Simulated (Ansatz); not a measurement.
The cell of Ge (Fd-3m, No. 227). Origin of the cell: the input geometry of an electronic-structure calculation (not necessarily at equilibrium).

```yaml
crystal:
  lattice:
    - [5.81108, 0.00000, 0.00000]
    - [0.00000, 5.81108, 0.00000]
    - [0.00000, 0.00000, 5.81108]
  atoms:
    - { symbol: Ge, position: [0.50000, 0.00000, 0.50000] }
    - { symbol: Ge, position: [0.25000, 0.25000, 0.25000] }
    - { symbol: Ge, position: [0.50000, 0.50000, 0.00000] }
    - { symbol: Ge, position: [0.25000, 0.75000, 0.75000] }
    - { symbol: Ge, position: [0.00000, 0.00000, 0.00000] }
    - { symbol: Ge, position: [0.75000, 0.25000, 0.75000] }
    - { symbol: Ge, position: [0.00000, 0.50000, 0.50000] }
    - { symbol: Ge, position: [0.75000, 0.75000, 0.25000] }
```

Question: Take as void every point where the procrystal density (the sum of the densities of spherically averaged neutral Hartree-Fock atoms) is below 0.01 e/bohr³. What do the voids look like?

Answer: The voids take about 19 % of the cell (37 Å³ of 196.2 Å³) and are bounded by about 100 Å² of surface per cell. Where they connect, they form a three-dimensional network.

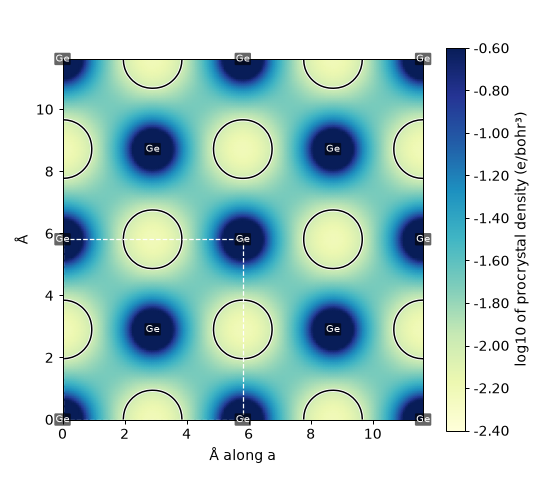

The procrystal density on the section y = 0.000 (parallel to a and c; the dashed line is one cell); the black line bounds the voids.
